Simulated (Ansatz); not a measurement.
**C3H7AlOSi: up Jacob's ladder to CCSD(T)**

Aim: compute C3H7AlOSi with functionals from several rungs and with coupled cluster. The yardstick is the atomisation energy at the CCSD(T) limit.

Computed with Ansatz 0.2.0, Gaussian basis. Level: functionals in def2-TZVPP, the program's frozen cores in correlated methods.

Plan: PBE-D4, r2SCAN-D4, PBE0-D4, B3LYP-D4, ωB97X-V, ωB97M-V, B2PLYP; CCSD(T)/def2-TZVPP; MP2/def2-QZVPP; extrapolation to the limit.

## Step 1: The geometry

An earlier PBE0-D4 in a triple-zeta def2 set relaxation fixed the geometry.

SMILES `C#C[SiH](O)[AlH][CH3]`, 13 atoms, charge 0, spin multiplicity 1.

Atoms are counted from 1 here; the program's logs count them from 0.

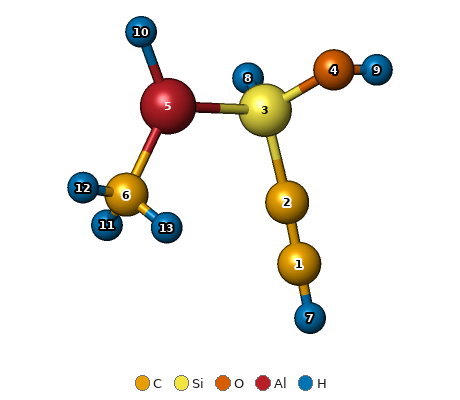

The geometry (carbon amber, silicon yellow, oxygen orange, aluminium red, hydrogen blue); atoms are numbered from 1 in the order of the file.

## Step 2: PBE-D4 (GGA)

Input file in.yaml:

```yaml
crystal:
  periodic: [false, false, false]
  atoms:
    - {symbol: C, position_ang: [-2.256469, -0.992275, 1.371624]}
    - {symbol: C, position_ang: [-1.314213, -1.198955, 0.643830]}
    - {symbol: Si, position_ang: [0.138962, -1.412121, -0.460034]}
    - {symbol: O, position_ang: [1.277060, -2.370793, 0.271316]}
    - {symbol: Al, position_ang: [1.194533, 0.779908, -0.893767]}
    - {symbol: C, position_ang: [0.382653, 2.381831, -0.133075]}
    - {symbol: H, position_ang: [-3.090218, -0.816148, 2.012159]}
    - {symbol: H, position_ang: [-0.413392, -2.096396, -1.669515]}
    - {symbol: H, position_ang: [0.995365, -3.242433, 0.555795]}
    - {symbol: H, position_ang: [2.508202, 0.850749, -1.790640]}
    - {symbol: H, position_ang: [-0.662078, 2.468956, -0.450783]}
    - {symbol: H, position_ang: [0.901398, 3.304318, -0.401904]}
    - {symbol: H, position_ang: [0.358398, 2.308559, 0.959893]}
basis:
  gaussian: {orbitals: def2-TZVPP}
hamiltonian: {xc: pbe, dispersion: d4}
output: {forces: true, orbitals: {seedname: orbitals}}
```

The run is started by

```console
$ ansatz run in.yaml --threads 4 --pin off --events-out ev --progress --plain --max-ram 10444MiB
```

Further steps of the session: r2SCAN-D4 (meta-GGA); PBE0-D4 (hybrid); B3LYP-D4 (hybrid); ωB97X-V (range-separated); ωB97M-V (range-separated); B2PLYP (double hybrid); CCSD(T) in def2-TZVPP; MP2 in def2-QZVPP.

Q: Predict the results of all the runs planned. Wanted: atomisation energy, CCSD(T)/CBS; farthest; mean size of error, hybrid; mean size of error, range-separated; gap, smallest and largest; T1 diagnostic; triples share of the correlation energy.

The runs gave:

```
                               quantity                                           value
        atomisation energy, CCSD(T)/CBS                                   4886.1 kJ/mol
 functionals within 24.4 kJ/mol (0.5 %)  r2SCAN-D4, PBE0-D4, B3LYP-D4, ωB97X-V, ωB97M-V
                               farthest                           PBE-D4 (+63.2 kJ/mol)
             mean size of error, hybrid                                     18.9 kJ/mol
    mean size of error, range-separated                                      2.6 kJ/mol
              gap, smallest and largest             3.40 eV (PBE-D4), 9.42 eV (ωB97X-V)
                          T1 diagnostic                                          0.0121
triples share of the correlation energy                                           4.1 %
```

What this shows: PBE-D4 misses by +63.2 kJ/mol. Double hybrids carry the basis error of their MP2 part in triple zeta, and no dispersion term here, so their miss is partly the set-up's. Misses under about 24.4 kJ/mol are within the doubt on the reference itself, which lacks core-valence correlation, relativity and higher excitations. Hartree-Fock recovers 73 % of the binding; the rest is correlation. Orbital gaps span 3.4 to 9.4 eV; exact exchange widens them.
